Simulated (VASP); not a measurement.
# A VASP study of ZnCu (r2SCAN): structure first, properties next, part 2 of 4

What structure does ZnCu take at this level, and what are its properties? The start is a cell from a database of measured crystal structures.

VASP 6.6.1; r2SCAN; plane waves and PAW (Zn, Cu).

Still holding for the runs below: This run has no spin polarisation. Its electron count is odd, so without a moment it is a metal by construction.

So far. Step 2 (Full relaxation (r2SCAN)): It ends with forces that vanish by symmetry and a pressure of 0.11 GPa. The volume lies -2.5 % from that of the database's start, which holds the thermal and zero-point expansion of its experiment. Step 3 (Second relaxation): It ends with forces that vanish by symmetry and a pressure of 0.08 GPa. The volume moved by under 0.01 %: the run met its threshold at the first step.

### Step 4. Density, ELF and potential (r2SCAN)

The relaxed cell gets a fresh self-consistent run, on a basis set for its own volume, to fix the density and to check the remaining stress.

INCAR reads:

```
SYSTEM = ZnCu
PREC = Accurate
ENCUT = 400
EDIFF = 1E-06
NELM = 100
ISMEAR = 1
SIGMA = 0.2
LREAL = .FALSE.
ALGO = Normal
METAGGA = R2SCAN
LASPH = .TRUE.
NBANDS = 17
LORBIT = 11
LWAVE = .FALSE.
LCHARG = .TRUE.
ISIF = 2
LELF = .TRUE.
LVHAR = .TRUE.
```

POSCAR reads:

```
ZnCu
1.0
    2.9199778113      0.0000000000      0.0000000000
    0.0000000000      2.9199778113      0.0000000000
    0.0000000000      0.0000000000      2.9199778113
Zn Cu
1 1
Direct
    0.5000000000      0.5000000000      0.5000000000
    0.0000000000      0.0000000000      0.0000000000
```

KPOINTS reads:

```
Automatic mesh
0
Gamma
8 8 8
0 0 0
```

The projector-augmented-wave data sets are Zn and Cu (PBE family, release 64).

Launch:

```console
$ mpirun -np 2 vasp_std
```

What it wrote:

```text
[banner, memory and clock lines left out]
running    2 mpi-ranks, on    1 nodes
 distrk:  each k-point on    2 cores,    1 groups
 distr:  one band on    1 cores,    2 groups

 POSCAR found type information on POSCAR ZnCu
 POSCAR found :  2 types and       2 ions
 [... a notice as in an earlier step ...]

 LDA part: xc-table for (None), standard interpolation
|                                                                             |
|           W    W    AA    RRRRR   N    N  II  N    N   GGGG   !!!           |
|           W    W   A  A   R    R  NN   N  II  NN   N  G    G  !!!           |
|           W    W  A    A  R    R  N N  N  II  N N  N  G       !!!           |
|           W WW W  AAAAAA  RRRRR   N  N N  II  N  N N  G  GGG   !            |
|           WW  WW  A    A  R   R   N   NN  II  N   NN  G    G                |
|           W    W  A    A  R    R  N    N  II  N    N   GGGG   !!!           |
|                                                                             |
|     The number of bands has been changed from the values supplied in        |
|     The orbitals not found in the WAVECAR file will be initialized with     |
|     random numbers, which is usually adequate. For correlated               |
|     calculations, however, you should redo the groundstate calculation.     |
|     I found NBANDS = 17. Now, NBANDS = 18.                                  |
|                                                                             |

 POSCAR, INCAR and KPOINTS ok, starting setup
 FFT: planning ... GRIDC
 FFT: planning ... GRID_SOFT
 FFT: planning ... GRID
 WAVECAR not read
 entering main loop
       N       E                     dE             d eps       ncg     rms          rms(c)
DAV:   1     0.826434538487E+02    0.82643E+02   -0.99067E+03  1404   0.183E+03
DAV:   2    -0.201968966394E+02   -0.10284E+03   -0.98312E+02  1264   0.274E+02
DAV:   3    -0.239825039733E+02   -0.37856E+01   -0.37699E+01  1408   0.677E+01
DAV:   4    -0.240106612509E+02   -0.28157E-01   -0.28152E-01  1434   0.529E+00
DAV:   5    -0.240111485751E+02   -0.48732E-03   -0.48732E-03  1426   0.717E-01    0.978E+00
DAV:   6    -0.210188491474E+02    0.29923E+01   -0.18544E+01  1338   0.103E+02    0.670E+00
DAV:   7    -0.199274509843E+02    0.10914E+01   -0.32165E+00  1350   0.790E+01    0.268E+00
DAV:   8    -0.199439101575E+02   -0.16459E-01   -0.23961E-01  1688   0.810E+00    0.139E+00
DAV:   9    -0.199455410564E+02   -0.16309E-02   -0.77615E-03  1596   0.118E+00    0.342E-01
DAV:  10    -0.199436655798E+02    0.18755E-02   -0.90546E-03  1362   0.225E+00    0.732E-02
DAV:  11    -0.199438190132E+02   -0.15343E-03   -0.62449E-04  1784   0.352E-01    0.546E-02
DAV:  12    -0.199437785061E+02    0.40507E-04   -0.71607E-05  1588   0.197E-01    0.242E-02
DAV:  13    -0.199437710168E+02    0.74892E-05   -0.29365E-05  1394   0.129E-01    0.463E-03
DAV:  14    -0.199437700539E+02    0.96288E-06   -0.22822E-06  1068   0.237E-02
   1 F= -.19943770E+02 E0= -.19943249E+02  d E =-.156339E-02
```

Wall time 13 s (2 MPI ranks of Intel Xeon 6975P-C (Granite Rapids), shared host); peak memory 0.21 GiB.

OUTCAR, selected parts (step 4):

```text
The static configuration has the point symmetry O_h .

 Found     35 irreducible k-points:

   k-points           NKPTS =     35   k-points in BZ     NKDIM =     35   number of bands    NBANDS=     18

   NELECT =      23.0000    total number of electrons

 E-fermi :   5.3453

 k-point     1 :       0.0000    0.0000    0.0000
  band No.  band energies     occupation
    ...
      7       1.8206      2.00000
      8       1.8206      2.00000
      9       2.7435      2.00000
     10       2.7435      2.00000
     11       2.7435      2.00000
     12      12.3347      0.00000
     13      12.3347      0.00000
     14      12.3347      0.00000
     15      17.2932      0.00000
     16      17.2932      0.00000
    ...

 k-point     2 :       0.1250    0.0000    0.0000
  band No.  band energies     occupation
    ...
      7       1.8029      2.00000
      8       1.8443      2.00000
      9       2.6471      2.00000
     10       2.6471      2.00000
     11       2.7325      2.00000
     12      10.0119      0.00000
     13      12.7867      0.00000
     14      12.7867      0.00000
     15      17.4541      0.00000
     16      18.3791      0.00000
    ...

  Total        0.0090410      0.0090410      0.0090410     -0.0000000      0.0000000     -0.0000000
  in kB        0.5818197      0.5818197      0.5818197     -0.0000000      0.0000000     -0.0000000
  external PRESSURE =       0.5818197 kB  Pullay stress =       0.0000000 kB

  FREE ENERGIE OF THE ION-ELECTRON SYSTEM (eV)
  ---------------------------------------------------
  free  energy   TOTEN  =       -19.9437700539 eV

  energy  without entropy=      -19.9422066640  energy(sigma->0) =      -19.94324892

[... 9 parts as in an earlier step ...]

[... 5 further parts left out ...]
```

Numbers from this step:

* SCF cycles: 14
* bands: 18
* pressure: 0.05818 GPa

Valence electrons inside each PAW sphere by angular momentum. Sphere charges, by row:

| atom | s (e) | p (e) | d (e) | tot (e) |
| --- | --- | --- | --- | --- |
| Zn1 | 0.582 | 0.548 | 9.749 | 10.88 |
| Cu2 | 0.444 | 0.42 | 9.198 | 10.06 |

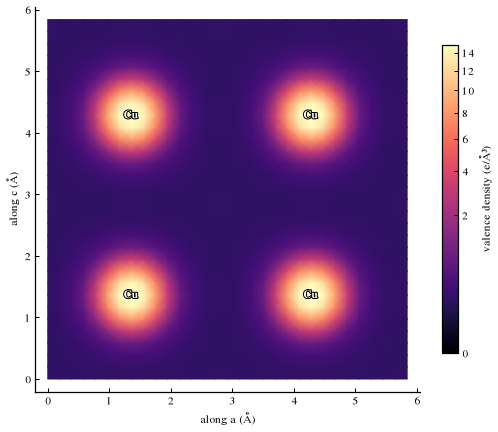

Valence density in the ac plane at fractional y = 0.000, with atoms of Cu within 0.2 Å of it. It is the smooth field of the valence electrons, not physical close to the nuclei. The map starts off the cell's origin, so that atoms lie inside it. The colour scale is stretched toward low values.

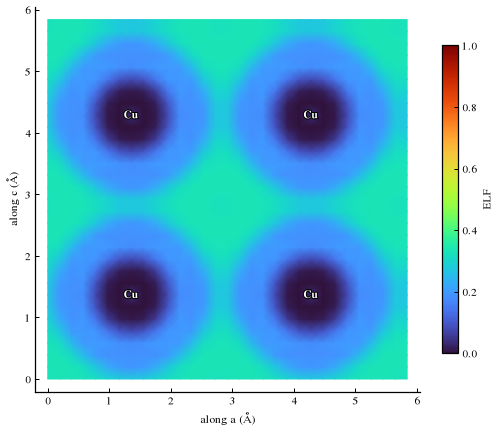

ELF in the ac plane at fractional y = 0.000, with atoms of Cu within 0.2 Å of it. It is the smooth field of the valence electrons, not physical close to the nuclei. The map starts off the cell's origin, so that atoms lie inside it.

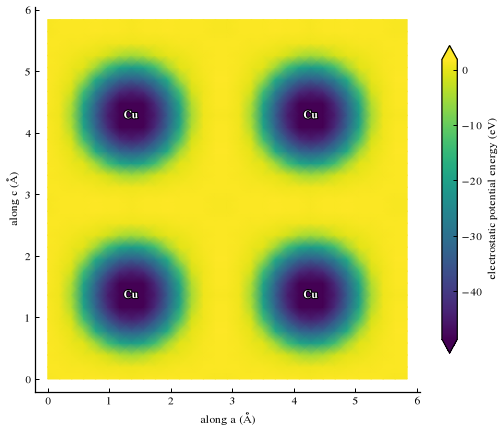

Electrostatic potential energy in the ac plane at fractional y = 0.000, with atoms of Cu within 0.2 Å of it. With pseudopotentials it is smooth inside the atoms' cores, unlike the true potential. The map starts off the cell's origin, so that atoms lie inside it.

In this run the pressure is 0.06 GPa, small enough to go on.

### Step 5. Bands along the symmetry lines (r2SCAN)

The mesh alone shows little of the dispersion and can miss band extrema, so KPOINTS_OPT adds a path through the symmetry points after the self-consistent cycle.

INCAR reads:

```
SYSTEM = ZnCu
PREC = Accurate
ENCUT = 400
EDIFF = 1E-06
NELM = 100
ISMEAR = 1
SIGMA = 0.2
LREAL = .FALSE.
ALGO = Normal
METAGGA = R2SCAN
LASPH = .TRUE.
NBANDS = 23
LORBIT = 11
LWAVE = .FALSE.
LCHARG = .FALSE.
KPAR = 2
```

POSCAR is that of step 4.

KPOINTS is that of step 4.

KPOINTS_OPT reads:

```
Line mode
16
Line-mode
Reciprocal
  0.00000000   0.00000000   0.00000000 GAMMA
  0.00000000   0.50000000   0.00000000 X

  0.00000000   0.50000000   0.00000000 X
  0.50000000   0.50000000   0.00000000 M

  0.50000000   0.50000000   0.00000000 M
  0.00000000   0.00000000   0.00000000 GAMMA

  0.00000000   0.00000000   0.00000000 GAMMA
  0.50000000   0.50000000   0.50000000 R

  0.50000000   0.50000000   0.50000000 R
  0.00000000   0.50000000   0.00000000 X

  0.50000000   0.50000000   0.00000000 M
  0.50000000   0.50000000   0.50000000 R
```

Launch:

```console
$ mpirun -np 2 vasp_std
```

What it wrote:

```text
[... set-up lines as in an earlier step ...]
 entering main loop
       N       E                     dE             d eps       ncg     rms          rms(c)
DAV:   1     0.104470458578E+03    0.10447E+03   -0.89205E+03  1825   0.143E+03
DAV:   2    -0.154360284182E+02   -0.11991E+03   -0.11112E+03  1659   0.262E+02
DAV:   3    -0.239356178314E+02   -0.84996E+01   -0.84337E+01  1862   0.757E+01
DAV:   4    -0.240101759135E+02   -0.74558E-01   -0.74543E-01  1883   0.699E+00
DAV:   5    -0.240111398183E+02   -0.96390E-03   -0.96388E-03  1850   0.797E-01    0.978E+00
DAV:   6    -0.210354862636E+02    0.29757E+01   -0.14202E+01  1925   0.802E+01    0.676E+00
DAV:   7    -0.199310423173E+02    0.11044E+01   -0.23766E+00  1971   0.614E+01    0.262E+00
DAV:   8    -0.199442609099E+02   -0.13219E-01   -0.15942E-01  2223   0.602E+00    0.135E+00
DAV:   9    -0.199453495113E+02   -0.10886E-02   -0.76326E-03  2145   0.104E+00    0.321E-01
DAV:  10    -0.199437163564E+02    0.16332E-02   -0.69315E-03  1939   0.176E+00    0.744E-02
DAV:  11    -0.199438354441E+02   -0.11909E-03   -0.41492E-04  2031   0.195E-01    0.594E-02
DAV:  12    -0.199437729605E+02    0.62484E-04   -0.10080E-04  2080   0.209E-01    0.173E-02
DAV:  13    -0.199437699094E+02    0.30510E-05   -0.14454E-05  2211   0.746E-02    0.257E-03
DAV:  14    -0.199437695746E+02    0.33482E-06   -0.79504E-07  1228   0.126E-02
   1 F= -.19943770E+02 E0= -.19943248E+02  d E =-.156370E-02
 Start KPOINTS_OPT (optional k-point list driver)
k-point batch [1-35\96]
       N       E                     dE             ncg
DAV:   1     0.415145025685E+04   -0.16506E+05     1875
DAV:   2     0.285167160389E+03   -0.38663E+04     1645
DAV:   3    -0.115440833901E+02   -0.29671E+03     1883
DAV:   4    -0.143478424260E+02   -0.28038E+01     1813
DAV:   5    -0.143854342251E+02   -0.37592E-01     1954
DAV:   6    -0.143865579819E+02   -0.11238E-02     1848
DAV:   7    -0.143866012378E+02   -0.43256E-04     1974
DAV:   8    -0.143866028377E+02   -0.15999E-05     1354
DAV:   9    -0.143866030532E+02   -0.21551E-06     1358
[...]
k-point batch [71-96\96]
       N       E                     dE             ncg
DAV:   1     0.124970535581E+05   -0.19853E+05     1361
DAV:   2     0.958328686444E+04   -0.29138E+04     1231
DAV:   3     0.937394572461E+04   -0.20934E+03     1350
DAV:   4     0.937199739793E+04   -0.19483E+01     1511
DAV:   5     0.937197113711E+04   -0.26261E-01     1408
DAV:   6     0.937197039058E+04   -0.74653E-03     1525
DAV:   7     0.937197036440E+04   -0.26174E-04     1405
DAV:   8     0.937197036357E+04   -0.83338E-06     1102
```

Run time: 30 s. Hardware: 2 MPI ranks; peak memory 0.26 GiB.

Parts of OUTCAR (step 5):

```text
   k-points           NKPTS =     35   k-points in BZ     NKDIM =     35   number of bands    NBANDS=     23

   NELECT =      23.0000    total number of electrons

 E-fermi :   5.3454

 k-point     1 :       0.0000    0.0000    0.0000
  band No.  band energies     occupation
    ...
      7       1.8207      2.00000
      8       1.8207      2.00000
      9       2.7436      2.00000
     10       2.7436      2.00000
     11       2.7436      2.00000
     12      12.3347      0.00000
     13      12.3347      0.00000
     14      12.3347      0.00000
     15      17.2931      0.00000
     16      17.2931      0.00000
    ...

  Total        0.0086491      0.0086491      0.0086491     -0.0000000     -0.0000000     -0.0000000
  in kB        0.5565975      0.5565975      0.5565975     -0.0000000     -0.0000000     -0.0000000
  external PRESSURE =       0.5565975 kB  Pullay stress =       0.0000000 kB

  FREE ENERGIE OF THE ION-ELECTRON SYSTEM (eV)
  ---------------------------------------------------
  free  energy   TOTEN  =       -19.9437695746 eV

  energy  without entropy=      -19.9422058701  energy(sigma->0) =      -19.94324834

[... 9 parts as in an earlier step ...]

[... 8 further parts left out ...]
```

This step gave:

```yaml
bands: 23
pressure: 0.05566 GPa
```

Electronic bands along the path, in eV, zero at the Fermi level; # counts the bands kept:

| point | #8 | #9 | #10 | #11 | #12 | #13 | #14 | #15 |
| --- | --- | --- | --- | --- | --- | --- | --- | --- |
| Γ | -3.52 | -2.60 | -2.60 | -2.60 | 6.99 | 6.99 | 6.99 | 11.95 |
| X | -3.65 | -3.19 | -3.19 | -2.68 | -1.83 | 12.84 | 12.84 | 13.42 |
| M | -2.76 | -2.76 | -2.37 | -1.82 | -1.82 | 2.32 | 2.64 | 15.35 |
| Γ | -3.52 | -2.60 | -2.60 | -2.60 | 6.99 | 6.99 | 6.99 | 11.95 |
| R | -4.29 | -2.35 | -2.35 | 4.80 | 4.80 | 4.80 | 4.84 | 5.03 |
| X | -3.65 | -3.19 | -3.19 | -2.68 | -1.83 | 12.84 | 12.84 | 13.42 |
| jump to M | -2.76 | -2.76 | -2.37 | -1.82 | -1.82 | 2.32 | 2.64 | 15.35 |
| R | -4.29 | -2.35 | -2.35 | 4.80 | 4.80 | 4.80 | 4.84 | 5.03 |

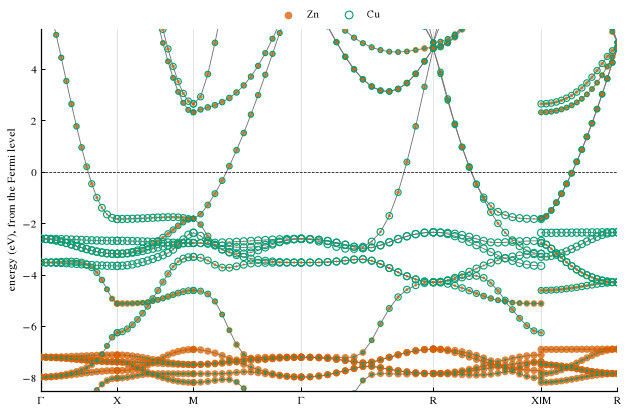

Electronic bands along the path; dots are coloured as in the legend, and their area grows with the weight.

There is no gap at this level.

Of the bands kept, 2 cross the Fermi level on this path.

### Step 6. Density of states (r2SCAN)

A density of states needs more k-points than a total energy; ISMEAR = -5 takes tetrahedra, and LORBIT projects the states on the PAW spheres. The mesh is finer than in the run before.

Edit INCAR of step 5 so:

```diff
@@ -5,3 +5,3 @@
 NELM = 100
-ISMEAR = 1
+ISMEAR = -5
 SIGMA = 0.2
@@ -16 +16,2 @@
 KPAR = 2
+NEDOS = 2001
```

POSCAR is that of step 5.

KPOINTS reads:

```
Automatic mesh
0
Gamma
11 11 11
0 0 0
```

Launch:

```console
$ mpirun -np 2 vasp_std
```

What it wrote:

```text
[... set-up lines as in an earlier step ...]
 entering main loop
       N       E                     dE             d eps       ncg     rms          rms(c)
DAV:   1     0.960136928343E+02    0.96014E+02   -0.89736E+03  3012   0.142E+03
DAV:   2    -0.162081548546E+02   -0.11222E+03   -0.10482E+03  2618   0.258E+02
DAV:   3    -0.239435356965E+02   -0.77354E+01   -0.76822E+01  3052   0.730E+01
DAV:   4    -0.240094745131E+02   -0.65939E-01   -0.65950E-01  2912   0.641E+00
DAV:   5    -0.240103121666E+02   -0.83765E-03   -0.83789E-03  3061   0.737E-01    0.979E+00
DAV:   6    -0.210219496993E+02    0.29884E+01   -0.14197E+01  3094   0.807E+01    0.675E+00
DAV:   7    -0.199253230938E+02    0.10966E+01   -0.23350E+00  3122   0.622E+01    0.261E+00
DAV:   8    -0.199390750700E+02   -0.13752E-01   -0.15792E-01  3504   0.589E+00    0.134E+00
DAV:   9    -0.199405224528E+02   -0.14474E-02   -0.73919E-03  3375   0.976E-01    0.322E-01
DAV:  10    -0.199389499872E+02    0.15725E-02   -0.72413E-03  3129   0.182E+00    0.804E-02
DAV:  11    -0.199390487926E+02   -0.98805E-04   -0.39732E-04  2870   0.188E-01    0.590E-02
DAV:  12    -0.199389786091E+02    0.70183E-04   -0.10300E-04  3446   0.209E-01    0.175E-02
DAV:  13    -0.199389712827E+02    0.73264E-05   -0.14715E-05  3638   0.768E-02    0.267E-03
DAV:  14    -0.199389705426E+02    0.74009E-06   -0.85219E-07  2007   0.137E-02
   1 F= -.19938971E+02 E0= -.19938971E+02  d E =0.000000E+00
 -----------------------------------------------------------------------------
|                                                                             |
|           W    W    AA    RRRRR   N    N  II  N    N   GGGG   !!!           |
|           W    W   A  A   R    R  NN   N  II  NN   N  G    G  !!!           |
|           W    W  A    A  R    R  N N  N  II  N N  N  G       !!!           |
|           W WW W  AAAAAA  RRRRR   N  N N  II  N  N N  G  GGG   !            |
|           WW  WW  A    A  R   R   N   NN  II  N   NN  G    G                |
|           W    W  A    A  R    R  N    N  II  N    N   GGGG   !!!           |
|                                                                             |
|     Tetrahedron method does not include variations of the Fermi             |
|     occupations, so forces and stress will be inaccurate. We suggest        |
|     using a different smearing scheme ISMEAR = 1 or 2 for metals in         |
|     relaxations.                                                            |
|                                                                             |
 -----------------------------------------------------------------------------
```

Wall time 25 s (2 MPI ranks); peak memory 0.26 GiB; 45 s of CPU time.

OUTCAR, selected parts (step 6):

```text
   k-points           NKPTS =     56   k-points in BZ     NKDIM =     56   number of bands    NBANDS=     23

   NELECT =      23.0000    total number of electrons

 E-fermi :   5.6191

 k-point     1 :       0.0000    0.0000    0.0000
  band No.  band energies     occupation
    ...
      7       1.8070      2.00000
      8       1.8070      2.00000
      9       2.7277      2.00000
     10       2.7277      2.00000
     11       2.7277      2.00000
     12      12.3356      0.00000
     13      12.3356      0.00000
     14      12.3356      0.00000
     15      17.2870      0.00000
     16      17.2870      0.00000
    ...

  Total       -0.0481438     -0.0481438     -0.0481438     -0.0000000      0.0000000     -0.0000000
  in kB       -3.0982216     -3.0982216     -3.0982216     -0.0000000      0.0000000     -0.0000000
  external PRESSURE =      -3.0982216 kB  Pullay stress =       0.0000000 kB

  FREE ENERGIE OF THE ION-ELECTRON SYSTEM (eV)
  ---------------------------------------------------
  free  energy   TOTEN  =       -19.9389705426 eV

  energy  without entropy=      -19.9389705426  energy(sigma->0) =      -19.93897054

[... 7 parts as in an earlier step ...]

[... 10 further parts left out ...]
```

With tetrahedra the forces and stress of a metal are not exact derivatives of the energy.

Numbers from this step:

```yaml
irreducible_k_points: 56
fermi_energy: 5.619 eV
pressure: -0.3098 GPa
dos_at_the_fermi_level: 0.4856 states/eV/cell
```

The density of states has structure finer than the step of the table below, so its rows give means over 1 eV, whole bins alone (the curve runs from -12.0 to 7.92 eV). Peaks (eV: height): total -7.6: 14.2, -3.8: 8.88, -3.4: 9.52, -3.0: 13.1; Cu d -3.8: 7.48, -3.4: 8.50, -3.0: 12.2; Zn p -4.0: 0.223, -3.7: 0.162, -3.4: 0.16, 7.1: 0.154; Zn d -7.6: 13.4; Cu s -8.3: 0.235, -4.0: 0.099, -2.0: 0.0581, 3.0: 0.093.

States under -12.0 eV and over 7.9 eV are left out. Table of density of states by energy, zero at the Fermi level; means over each step; values in states/eV/cell:

| energy (eV) | total | Cu d | Zn p | Zn d | Cu s | Zn s |
| --- | --- | --- | --- | --- | --- | --- |
| -11 | 0.0250 | 0 | 2.5e-4 | 2.3e-5 | 0.00632 | 0.00799 |
| -10 | 0.156 | 4.3e-4 | 0.00394 | 0.00383 | 0.0359 | 0.0463 |
| -9 | 0.375 | 0.00422 | 0.0122 | 0.0912 | 0.0583 | 0.0784 |
| -8 | 8.57 | 0.161 | 0.0335 | 7.70 | 0.0802 | 0.0844 |
| -7 | 1.74 | 0.0374 | 0.0300 | 1.41 | 0.0394 | 0.0613 |
| -6 | 0.563 | 0.0975 | 0.0375 | 0.119 | 0.0398 | 0.0917 |
| -5 | 0.861 | 0.378 | 0.0471 | 0.0951 | 0.0231 | 0.110 |
| -4 | 3.67 | 2.88 | 0.139 | 0.158 | 0.0401 | 0.0266 |
| -3 | 5.46 | 4.94 | 0.0650 | 0.127 | 0.0193 | 0.0143 |
| -2 | 0.655 | 0.363 | 0.0573 | 0.0245 | 0.0363 | 0.0165 |
| -1 | 0.671 | 0.260 | 0.0881 | 0.0292 | 0.0385 | 0.0239 |
| 0 | 0.496 | 0.137 | 0.0784 | 0.0273 | 0.0252 | 0.0214 |
| 1 | 0.373 | 0.0804 | 0.0661 | 0.0227 | 0.0163 | 0.0159 |
| 2 | 0.270 | 0.0514 | 0.0441 | 0.0179 | 0.0146 | 0.0230 |
| 3 | 0.574 | 0.103 | 0.0607 | 0.0444 | 0.0688 | 0.0942 |
| 4 | 0.691 | 0.0990 | 0.0899 | 0.0589 | 0.0763 | 0.0854 |
| 5 | 0.664 | 0.0729 | 0.0904 | 0.0559 | 0.0700 | 0.0878 |
| 6 | 0.662 | 0.0659 | 0.111 | 0.0524 | 0.0611 | 0.0690 |
| 7 | 0.734 | 0.0654 | 0.142 | 0.0566 | 0.0584 | 0.0595 |

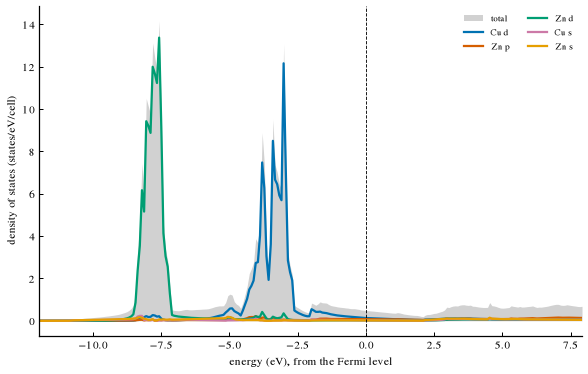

Density of states against energy.

The finer mesh and the other smearing move the Fermi level by +0.27 eV from the 8×8×8 run, one measure of the sampling error in the zero of the bands above. Of the states within 0.3 eV of the Fermi level, the largest shares in the PAW spheres are Cu d 27 %, Zn p 16 % and Zn d 6 %. The rest lies in smaller channels or between the spheres.

(Continued in part 3 of 4.)

[Lines on the potential files, build, host, timing and source positions are cut from VASP's logs without a mark.]

[Logs are printed without paths, hosts, clocks, repeated set-up lines and the standing remarks that a program may print on its own settings, such as how far it seeks lower states.]

[Hosts, paths, dates, database ids (printed as entryN), source tags and the programs' standing remarks are cut or masked in the printed files.]

[A measured line is paired with the nearest computed mode of its activity, which favours agreement.]
